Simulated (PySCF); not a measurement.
# Ti₃: quintet, from a equilateral triangle start

Aim: relax Ti₃ as a quintet from a equilateral triangle start, check by its vibrations whether the end is a minimum, and collect its spectrum and constants.

The runs use PySCF 2.14.0; PBE0, basis Ti def2-TZVP, no relativity, density fitting.

### 1 The system as given

3 atoms, charge 0, spin multiplicity 5.

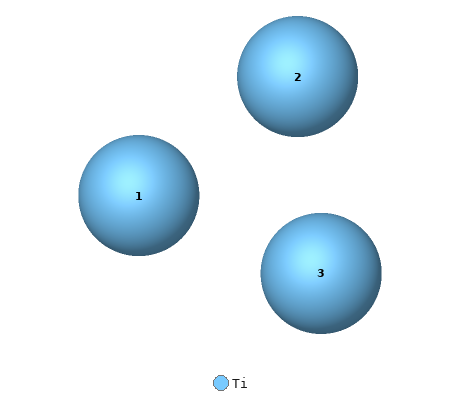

Start geometry, drawn with titanium blue; atoms are numbered from 1 in the order of the file.

Coordinates in bohr (charge 0 multiplicity 5):
```
Ti    1.4838   -2.5700    0.0000
Ti   -2.9676    0.0000    0.0000
Ti    1.4838    2.5700    0.0000
```

### 2 The SCF at the typed geometry

The steps below are one call of a driver around PySCF. For each, scf.py gives the equivalent set-up of the SCF; relaxations use the driver's own optimiser. After this first run the driver tries any further starts and a stability analysis.

File scf.py:

```python
from pyscf import gto, scf, dft
mol = gto.M(atom='''
Ti     0.785200    -1.360010     0.000000
Ti    -1.570390     0.000000     0.000000
Ti     0.785190     1.360000     0.000000''',
    basis={'Ti': 'def2-TZVP'},
    charge=0, spin=4)
mf = dft.UKS(mol, xc='PBE0')
mf.grids.atom_grid = (50, 194)
aux = {'Ti': 'def2-universal-JKFIT'}
mf = mf.density_fit(auxbasis=aux)
mf.conv_tol = 1e-08
mf.diis_space = 10
mf.max_cycle = 60
mf.init_guess = 'minao'
mf.verbose = 4
mf.kernel()
```

Started as:

```console
$ OMP_NUM_THREADS=4 python axn.py task.json out
```

What it wrote:

```text
init E= -2547.42939278465
[... the frontier-level lines of each cycle are left out ...]
cycle= 1 E= -2547.2810484416  delta_E= 0.148  |g|= 0.505  |ddm|= 2.09
cycle= 2 E= -2544.30113376705  delta_E= 2.98  |g|=    2  |ddm|= 4.68
cycle= 3 E= -2545.88477181142  delta_E= -1.58  |g|= 1.53  |ddm|= 4.42
cycle= 4 E= -2547.23467436324  delta_E= -1.35  |g|= 0.688  |ddm|= 0.84
cycle= 5 E= -2546.4048272246  delta_E= 0.83  |g|= 1.68  |ddm|= 0.647
cycle= 6 E= -2546.66649367951  delta_E= -0.262  |g|= 1.21  |ddm|= 0.579
cycle= 7 E= -2547.35923011032  delta_E= -0.693  |g|= 0.455  |ddm|= 0.518
cycle= 8 E= -2547.40047828204  delta_E= -0.0412  |g|= 0.334  |ddm|= 0.157
cycle= 9 E= -2547.4357172207  delta_E= -0.0352  |g|= 0.194  |ddm|= 0.229
cycle= 10 E= -2547.43852501448  delta_E= -0.00281  |g|= 0.191  |ddm|= 0.246
cycle= 11 E= -2547.45446505402  delta_E= -0.0159  |g|= 0.0314  |ddm|= 0.11
cycle= 12 E= -2547.4556342797  delta_E= -0.00117  |g|= 0.0196  |ddm|= 0.063
cycle= 13 E= -2547.45665406198  delta_E= -0.00102  |g|= 0.0157  |ddm|= 0.0558
cycle= 14 E= -2547.45541669499  delta_E= 0.00124  |g|= 0.0145  |ddm|= 0.0699
cycle= 15 E= -2547.45545748174  delta_E= -4.08e-05  |g|= 0.00904  |ddm|= 0.0573
cycle= 16 E= -2547.45631228704  delta_E= -0.000855  |g|= 0.00995  |ddm|= 0.0945
cycle= 17 E= -2547.45741950933  delta_E= -0.00111  |g|= 0.00906  |ddm|= 0.0985
cycle= 18 E= -2547.4574881479  delta_E= -6.86e-05  |g|= 0.00918  |ddm|= 0.00785
cycle= 19 E= -2547.45637649254  delta_E= 0.00111  |g|= 0.0186  |ddm|= 0.101
cycle= 20 E= -2547.4564774366  delta_E= -0.000101  |g|= 0.0138  |ddm|= 0.0168
cycle= 21 E= -2547.4576279005  delta_E= -0.00115  |g|= 0.0118  |ddm|= 0.141
cycle= 22 E= -2547.4577766091  delta_E= -0.000149  |g|= 0.0126  |ddm|= 0.0353
cycle= 23 E= -2547.45794475204  delta_E= -0.000168  |g|= 0.0122  |ddm|= 0.0161
cycle= 24 E= -2547.45850172329  delta_E= -0.000557  |g|= 0.00841  |ddm|= 0.0708
cycle= 25 E= -2547.45847422094  delta_E= 2.75e-05  |g|= 0.0073  |ddm|= 0.0115
cycle= 26 E= -2547.4584660565  delta_E= 8.16e-06  |g|= 0.00755  |ddm|= 0.0166
cycle= 27 E= -2547.45902123168  delta_E= -0.000555  |g|= 0.00784  |ddm|= 0.0589
cycle= 28 E= -2547.4592937859  delta_E= -0.000273  |g|= 0.00832  |ddm|= 0.0247
cycle= 29 E= -2547.45936693095  delta_E= -7.31e-05  |g|= 0.00893  |ddm|= 0.0154
cycle= 30 E= -2547.45892139079  delta_E= 0.000446  |g|= 0.00949  |ddm|= 0.0595
cycle= 31 E= -2547.45915588439  delta_E= -0.000234  |g|= 0.00854  |ddm|= 0.0378
cycle= 32 E= -2547.45887028865  delta_E= 0.000286  |g|= 0.00892  |ddm|= 0.0291
cycle= 33 E= -2547.45863475219  delta_E= 0.000236  |g|= 0.00817  |ddm|= 0.0475
cycle= 34 E= -2547.45860992265  delta_E= 2.48e-05  |g|= 0.0082  |ddm|= 0.00565
cycle= 35 E= -2547.45849947919  delta_E= 0.00011  |g|= 0.00785  |ddm|= 0.0152
cycle= 36 E= -2547.45846136679  delta_E= 3.81e-05  |g|= 0.00726  |ddm|= 0.0208
cycle= 37 E= -2547.45854040006  delta_E= -7.9e-05  |g|= 0.00723  |ddm|= 0.0215
cycle= 38 E= -2547.4590614073  delta_E= -0.000521  |g|= 0.00786  |ddm|= 0.0492
cycle= 39 E= -2547.45925711241  delta_E= -0.000196  |g|= 0.00769  |ddm|= 0.0228
cycle= 40 E= -2547.4592456912  delta_E= 1.14e-05  |g|= 0.0078  |ddm|= 0.00388
cycle= 41 E= -2547.45923801913  delta_E= 7.67e-06  |g|= 0.00795  |ddm|= 0.0195
cycle= 42 E= -2547.45944030141  delta_E= -0.000202  |g|= 0.00787  |ddm|= 0.031
cycle= 43 E= -2547.45889826264  delta_E= 0.000542  |g|= 0.0089  |ddm|= 0.0529
cycle= 44 E= -2547.45821308767  delta_E= 0.000685  |g|= 0.00891  |ddm|= 0.109
cycle= 45 E= -2547.45819792789  delta_E= 1.52e-05  |g|= 0.00886  |ddm|= 0.0164
cycle= 46 E= -2547.45814659534  delta_E= 5.13e-05  |g|= 0.00946  |ddm|= 0.0111
cycle= 47 E= -2547.45819635369  delta_E= -4.98e-05  |g|= 0.00799  |ddm|= 0.0164
cycle= 48 E= -2547.45857904056  delta_E= -0.000383  |g|= 0.00821  |ddm|= 0.0309
cycle= 49 E= -2547.45851878661  delta_E= 6.03e-05  |g|= 0.00832  |ddm|= 0.038
cycle= 50 E= -2547.45822233185  delta_E= 0.000296  |g|= 0.00957  |ddm|= 0.0616
cycle= 51 E= -2547.45822287111  delta_E= -5.39e-07  |g|= 0.00956  |ddm|= 0.0151
cycle= 52 E= -2547.45866581994  delta_E= -0.000443  |g|= 0.00837  |ddm|= 0.0491
cycle= 53 E= -2547.45860732253  delta_E= 5.85e-05  |g|= 0.00816  |ddm|= 0.0259
cycle= 54 E= -2547.45718221141  delta_E= 0.00143  |g|= 0.011  |ddm|= 0.145
cycle= 55 E= -2547.45725982723  delta_E= -7.76e-05  |g|= 0.00716  |ddm|= 0.0572
cycle= 56 E= -2547.45755438222  delta_E= -0.000295  |g|= 0.00619  |ddm|= 0.0407
cycle= 57 E= -2547.45754403293  delta_E= 1.03e-05  |g|= 0.0061  |ddm|= 0.0156
cycle= 58 E= -2547.45759390856  delta_E= -4.99e-05  |g|= 0.00668  |ddm|= 0.0121
cycle= 59 E= -2547.45750193777  delta_E= 9.2e-05  |g|= 0.00573  |ddm|= 0.0241
cycle= 60 E= -2547.45750056608  delta_E= 1.37e-06  |g|= 0.0056  |ddm|= 0.00404
SCF not converged.
init E= -2547.42939278465
cycle= 1 E= -2547.2810484416  delta_E= 0.148  |g|= 0.505  |ddm|= 2.09
cycle= 2 E= -2544.30113376705  delta_E= 2.98  |g|=    2  |ddm|= 4.68
cycle= 3 E= -2546.88247404244  delta_E= -2.58  |g|= 0.94  |ddm|=  2.7
cycle= 4 E= -2545.99224753853  delta_E= 0.89  |g|= 1.87  |ddm|=  2.4
cycle= 5 E= -2547.44199334588  delta_E= -1.45  |g|= 0.133  |ddm|= 0.826
cycle= 6 E= -2546.40775343709  delta_E= 1.03  |g|= 1.63  |ddm|= 0.801
cycle= 7 E= -2547.27665119468  delta_E= -0.869  |g|= 0.643  |ddm|= 0.436
cycle= 8 E= -2547.44063138471  delta_E= -0.164  |g|= 0.17  |ddm|= 0.263
cycle= 9 E= -2547.26699752486  delta_E= 0.174  |g|= 0.684  |ddm|= 0.352
cycle= 10 E= -2547.42688909803  delta_E= -0.16  |g|= 0.254  |ddm|= 0.223
cycle= 11 E= -2547.38213695702  delta_E= 0.0448  |g|= 0.414  |ddm|= 0.289
cycle= 12 E= -2547.45070794863  delta_E= -0.0686  |g|= 0.0991  |ddm|= 0.178
cycle= 13 E= -2547.45073942715  delta_E= -3.15e-05  |g|= 0.109  |ddm|= 0.196
cycle= 14 E= -2547.43346398348  delta_E= 0.0173  |g|= 0.239  |ddm|= 0.212
cycle= 15 E= -2547.45639039475  delta_E= -0.0229  |g|= 0.0514  |ddm|= 0.123
cycle= 16 E= -2547.43447152843  delta_E= 0.0219  |g|= 0.241  |ddm|= 0.171
cycle= 17 E= -2547.45229458014  delta_E= -0.0178  |g|= 0.139  |ddm|= 0.129
cycle= 18 E= -2547.44604609231  delta_E= 0.00625  |g|= 0.187  |ddm|= 0.148
cycle= 19 E= -2547.46349734446  delta_E= -0.0175  |g|= 0.058  |ddm|= 0.173
cycle= 20 E= -2547.40235713719  delta_E= 0.0611  |g|= 0.401  |ddm|= 0.297
SCF not converged.
init E= -2547.40235713719
cycle= 1 E= -2545.33837475206  delta_E= 2.06  |g|= 2.24  |ddm|= 1.24
cycle= 2 E= -2511.53120224458  delta_E= 33.8  |g|= 8.45  |ddm|= 4.53
cycle= 3 E= -2538.22889673399  delta_E= -26.7  |g|=  4.1  |ddm|= 2.76
cycle= 4 E= -2542.77697286817  delta_E= -4.55  |g|= 2.95  |ddm|= 2.18
cycle= 5 E= -2546.09666554559  delta_E= -3.32  |g|= 1.46  |ddm|=  2.5
cycle= 6 E= -2547.0540513606  delta_E= -0.957  |g|= 0.968  |ddm|= 1.49
cycle= 7 E= -2546.10549346327  delta_E= 0.949  |g|= 1.93  |ddm|= 0.686
cycle= 8 E= -2545.3779370462  delta_E= 0.728  |g|= 2.33  |ddm|= 0.277
cycle= 9 E= -2544.92796526626  delta_E= 0.45  |g|= 2.52  |ddm|= 0.162
cycle= 10 E= -2544.62708157081  delta_E= 0.301  |g|= 2.62  |ddm|= 0.117
cycle= 11 E= -2544.66518279729  delta_E= -0.0381  |g|= 2.62  |ddm|= 0.0885
cycle= 12 E= -2544.62578643218  delta_E= 0.0394  |g|= 2.61  |ddm|= 0.0688
cycle= 13 E= -2544.50305625815  delta_E= 0.123  |g|= 2.67  |ddm|= 0.0538
cycle= 14 E= -2545.43181530223  delta_E= -0.929  |g|= 2.26  |ddm|= 0.264
cycle= 15 E= -2545.56639241116  delta_E= -0.135  |g|= 2.19  |ddm|= 0.101
cycle= 16 E= -2547.31443989872  delta_E= -1.75  |g|= 0.601  |ddm|= 0.964
cycle= 17 E= -2547.40965501649  delta_E= -0.0952  |g|= 0.344  |ddm|= 0.326
cycle= 18 E= -2547.45534234945  delta_E= -0.0457  |g|= 0.135  |ddm|= 0.248
cycle= 19 E= -2547.4551048904  delta_E= 0.000237  |g|= 0.168  |ddm|= 0.146
cycle= 20 E= -2547.46743172737  delta_E= -0.0123  |g|= 0.0826  |ddm|= 0.0909
cycle= 21 E= -2547.47377400535  delta_E= -0.00634  |g|= 0.0333  |ddm|= 0.0793
cycle= 22 E= -2547.47775457165  delta_E= -0.00398  |g|= 0.0265  |ddm|= 0.0769
cycle= 23 E= -2547.48407946638  delta_E= -0.00632  |g|= 0.0275  |ddm|= 0.157
cycle= 24 E= -2547.48699975899  delta_E= -0.00292  |g|= 0.0175  |ddm|= 0.115
cycle= 25 E= -2547.4878461998  delta_E= -0.000846  |g|= 0.00957  |ddm|= 0.0543
cycle= 26 E= -2547.48814736131  delta_E= -0.000301  |g|= 0.0111  |ddm|= 0.0295
cycle= 27 E= -2547.48856127031  delta_E= -0.000414  |g|= 0.00866  |ddm|= 0.0271
cycle= 28 E= -2547.48858375891  delta_E= -2.25e-05  |g|= 0.00892  |ddm|= 0.0095
cycle= 29 E= -2547.48865057032  delta_E= -6.68e-05  |g|= 0.00835  |ddm|= 0.00863
cycle= 30 E= -2547.48877437636  delta_E= -0.000124  |g|= 0.00883  |ddm|= 0.00886
SCF not converged.
macro= 0  E= -2547.49896760114  delta_E= -0.0101932  |g|= 0.0230861  3 KF 14 JK
macro= 1  E= -2547.50576382846  delta_E= -0.00679623  |g|= 0.0297339  3 KF 14 JK
macro= 2  E= -2547.50611399102  delta_E= -0.000350163  |g|= 0.0402679  3 KF 13 JK
macro= 3  E= -2547.50817027958  delta_E= -0.00205629  |g|= 0.0252962  2 KF 7 JK
macro= 4  E= -2547.50778513675  delta_E= 0.000385143  |g|= 0.0166648  4 KF 19 JK
macro= 5  E= -2547.51637403743  delta_E= -0.0085889  |g|= 0.0131091  4 KF 21 JK
macro= 6  E= -2547.51895677398  delta_E= -0.00258274  |g|= 0.0182516  3 KF 14 JK
macro= 7  E= -2547.52086255301  delta_E= -0.00190578  |g|= 0.0167592  3 KF 14 JK
macro= 8  E= -2547.52373634295  delta_E= -0.00287379  |g|= 0.00440982  4 KF 22 JK
macro= 9  E= -2547.52407086312  delta_E= -0.00033452  |g|= 0.00458838  3 KF 16 JK
macro= 10  E= -2547.5243369965  delta_E= -0.000266133  |g|= 0.00328824  3 KF 17 JK
macro= 11  E= -2547.52437290947  delta_E= -3.5913e-05  |g|= 0.000220232  5 KF 31 JK
macro= 12  E= -2547.52437297835  delta_E= -6.88769e-08  |g|= 6.32317e-05  2 KF 17 JK
macro= 13  E= -2547.52437297835  delta_E= -2.72848e-12  |g|= 3.48302e-05  1 KF 2 JK
macro X = 14  E=-2547.52437297835  |g|= 3.48302e-05  total 44 KF 236 JK
converged SCF energy = -2547.52437297835  <S^2> = 8.1569969  2S+1 = 5.7989644
```

This step, with its further starts and checks, took 2.7 min on 4 threads of Arm Neoverse V1, shared host.

The starts that the driver tried:

| start | energy (Eh) |
| --- | --- |
| the minimal-basis guess | -2547.524373 |
| a thermally smeared density | -2547.493748 |
| a smeared PBE density | -2547.502521 |

Where DIIS stalls, the driver goes on with a level shift of 0.3 Eh and then with a second-order solver.

No lower solution of this spin turned up from the other starts or in the test of internal stability.

### 3 Relaxing the quintet from the equilateral triangle start

The program finds D3h symmetry in the start, which this walk keeps. Threshold on the gradient: 0.0003 Eh/bohr, with a further test on the energy change.

Changes to scf.py since step 2:

```diff
@@ -3,3 +3,3 @@
-Ti     0.785200    -1.360010     0.000000
-Ti    -1.570390     0.000000     0.000000
-Ti     0.785190     1.360000     0.000000''',
+Ti     0.785198    -1.360001     0.000000
+Ti    -1.570394    -0.000001     0.000000
+Ti     0.785196     1.360002     0.000000''',
@@ -15 +14,0 @@
-mf.init_guess = 'minao'
```

The optimiser's trace:

| step | energy (Eh) | change (kJ/mol) | largest symmetric gradient (Eh/bohr) |
| --- | --- | --- | --- |
| 0 | -2547.524373 | 0.00 | 0.00047 |
| 1 | -2547.524374 | 0.00 | 0.00042 |
| 2 | -2547.524384 | -0.03 | 0.00037 |
| 3 | -2547.524398 | -0.07 | 0.00008 |
| 4 | -2547.524398 | -0.07 | 0.00006 |

The walk took 34 s.

After 4 steps and 0.1 kJ/mol it ends at D3h: Ti–Ti 2.751 Å (×3); Ti–Ti–Ti 60.0° (×3). A gradient of 0.0019 Eh/bohr that breaks the symmetry is left: this electronic state wants a lower symmetry.

### 4 Releasing the symmetry

The geometry is nudged along the force that breaks the symmetry.

The program finds D3h symmetry in the start, which may break.

Changes to scf.py since step 3:

```diff
@@ -3,3 +3,3 @@
-Ti     0.785198    -1.360001     0.000000
-Ti    -1.570394    -0.000001     0.000000
-Ti     0.785196     1.360002     0.000000''',
+Ti     0.795054    -1.374483     0.000000
+Ti    -1.587864    -0.001295    -0.000000
+Ti     0.792810     1.375778    -0.000000''',
```

The optimiser's trace:

| step | energy (Eh) | change (kJ/mol) | largest gradient (Eh/bohr) |
| --- | --- | --- | --- |
| 0 | -2547.524400 | 0.00 | 0.00191 |
| 1 | -2547.524437 | -0.10 | 0.00182 |
| 2 | -2547.524688 | -0.75 | 0.00174 |
| 3 | -2547.524701 | -0.79 | 0.00160 |
| 4 | -2547.524804 | -1.06 | 0.00055 |
| 5 | -2547.524808 | -1.07 | 0.00042 |
| 6 | -2547.524809 | -1.07 | 0.00041 |
| 7 | -2547.524811 | -1.08 | 0.00029 |

The walk took 43 s.

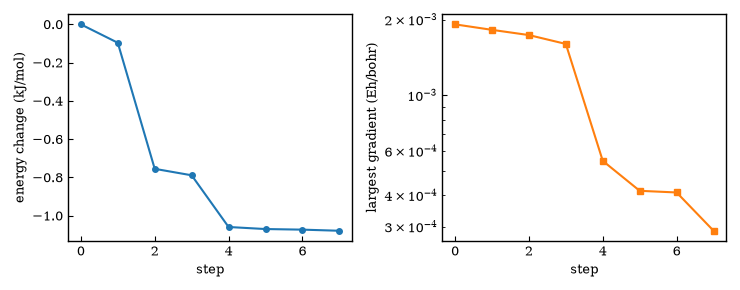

Energy and largest gradient along the walk.

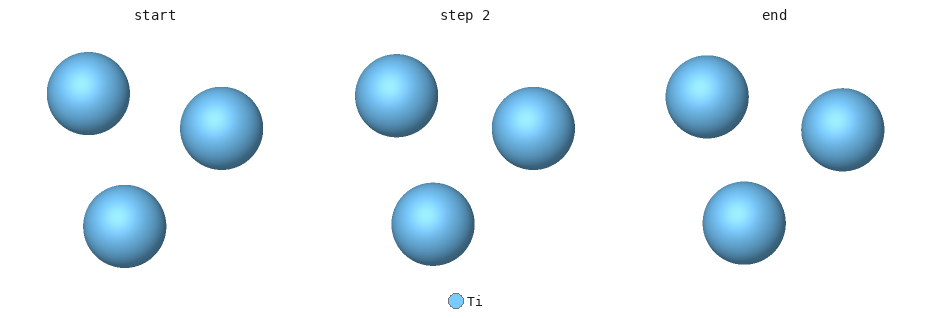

Start and end of the relaxation, with a step between.

End point (Cs, 7 steps, 1.1 kJ/mol gained): Ti–Ti 2.628 Å, Ti–Ti 2.709 Å, Ti–Ti 2.787 Å; Ti–Ti–Ti 57.1°, Ti–Ti–Ti 59.9°, Ti–Ti–Ti 62.9°.

### 5 Hessian and properties

The point is checked on the finer grid, and tightened if its gradient asks for it. The Hessian and the dipole derivatives come from central differences of analytic gradients, with steps of 0.02 bohr.

Changes to scf.py since step 4:

```diff
@@ -3,3 +3,3 @@
-Ti     0.795054    -1.374483     0.000000
-Ti    -1.587864    -0.001295    -0.000000
-Ti     0.792810     1.375778    -0.000000''',
+Ti     0.736192    -1.324210     0.000000
+Ti    -1.558002    -0.052711    -0.000000
+Ti     0.821810     1.376921    -0.000000''',
@@ -9 +9 @@
-mf.grids.atom_grid = (50, 194)
+mf.grids.atom_grid = (75, 302)
@@ -12 +12 @@
-mf.conv_tol = 1e-08
+mf.conv_tol = 1e-10
```

The driver hands on the density of the step before, so the log starts near convergence.

SCF at the final geometry:

```text
init E= -2547.52479048344
[... the frontier-level lines of each cycle are left out ...]
cycle= 1 E= -2547.52479048342  delta_E= 2.46e-11  |g|= 7.91e-06  |ddm|= 1.09e-05
Extra cycle  E= -2547.52479048278  delta_E= 6.43e-10  |g|= 3.55e-05  |ddm|= 3.84e-05
converged SCF energy = -2547.52479048278  <S^2> = 8.2014956  2S+1 = 5.8142912
```

The whole step took 4 min.

Geometry: Cs; Ti–Ti 2.623 Å, Ti–Ti 2.702 Å, Ti–Ti 2.776 Å; Ti–Ti–Ti 57.2°, Ti–Ti–Ti 60.0°, Ti–Ti–Ti 62.8°.

Modes, for the most abundant isotopes:

| symmetry | ω (cm⁻¹) | IR (km/mol) | μ (u) |
| --- | --- | --- | --- |
| a' | 130 | 2.2 | 47.95 |
| a' | 135 | 0.5 | 47.95 |
| a' | 146 | 2.6 | 47.95 |

μ is the mass of the mode for normalised Cartesian displacements, not the reduced mass of the usual diatomic formula.

All wavenumbers are real: a minimum.

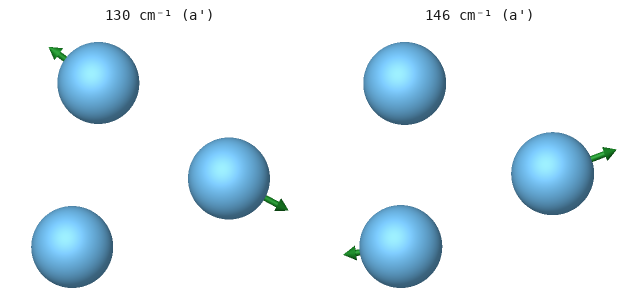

Displacements of 2 of the modes, as arrows (one member where a mode is degenerate).

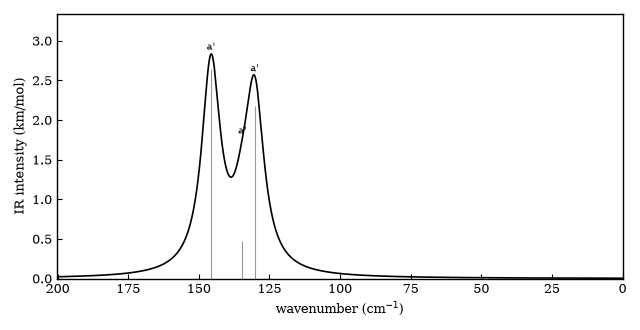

The harmonic infrared spectrum (widths in cm⁻¹). Lines are broadened to a width of 8 cm⁻¹ (Lorentzian).

Properties at this point:

| Quantity | Value |
| --- | --- |
| Dipole moment | 0.36 D |
| Highest occupied level | -3.65 eV |
| Lowest empty level | -1.94 eV |
| Rotational constants | 0.1031, 0.09044, 0.04818 cm⁻¹ |
| Zero-point energy | 2.5 kJ/mol |
| Principal polarisabilities | 122.4, 279.8, 310.6 bohr³ |
| Atomisation energy without zero-point energy | 249 kJ/mol |
| Principal traceless quadrupole moments about the centre of mass | -4.01, -1.11, 5.12 D Å |
| Entropy at 298.15 K and 1 bar (electronic part: spin only) | 335.8 J/(mol K) |
| Heat capacity Cp at 298.15 K | 57.3 J/(mol K) |
| Enthalpy at 298.15 K above 0 K | 15.17 kJ/mol |
| Rotational symmetry number | 1 |
| Spin squared ⟨S²⟩ | 8.201 |

Populations by atom (charges in e):

| atom | Mulliken | Löwdin | polar tensor | spin (Mulliken) | Mayer order to Ti1 |
| --- | --- | --- | --- | --- | --- |
| Ti1 | -0.04 | -0.03 | -0.03 | 3.05 | – |
| Ti2 | 0.08 | 0.06 | 0.00 | 3.14 | 1.24 |
| Ti3 | -0.05 | -0.03 | 0.02 | -2.19 | 1.13 |

Outer orbital energies (eV). α occupied: -6.39, -5.20, -5.18, -4.83, -4.70, -4.49, -4.13, -3.65; empty: -1.71, -1.38, -1.17, -1.07. β occupied: -37.65, -37.64, -37.57, -37.40, -5.41, -4.67, -4.51, -4.09; empty: -1.94, -1.65, -1.05, -0.89.

Mulliken populations on Ti1: s 7.05, p 12.24, d 2.75, f 0.00.

### 6 What came out

| quantity | value |
| --- | --- |
| minimum | broken-symmetry (Ms = 2), Cs |
| geometry | Ti–Ti 2.623 Å, Ti–Ti 2.702 Å, Ti–Ti 2.776 Å; Ti–Ti–Ti 57.2°, Ti–Ti–Ti 60.0°, Ti–Ti–Ti 62.8° |
| wavenumbers (cm⁻¹) | 130 (a'), 135 (a'), 146 (a') |
| dipole moment | 0.36 D |
| highest occupied, lowest empty level (either spin) | -3.65, -1.94 eV |
| polar-tensor charge of Ti1 | -0.03 e |
| zero-point energy | 2.5 kJ/mol |
| entropy at 298.15 K | 335.8 J/(mol K) |
| atomisation energy (no zero-point energy) | 249 kJ/mol |
| ⟨S²⟩ | 8.201 |

From D3h at the start the molecule goes to a Cs minimum. The determinant is spin-contaminated (⟨S²⟩ = 8.20 against 6.00), so it is no pure spin state. In the infrared the band at 146 cm⁻¹ (a') leads. Other starts or spin states, not run here, may lie lower. Open d and f shells are described by one determinant, and the ground state may have another occupation or spin.

The search up to here took 8 min on 4 threads of Arm Neoverse V1, shared host.
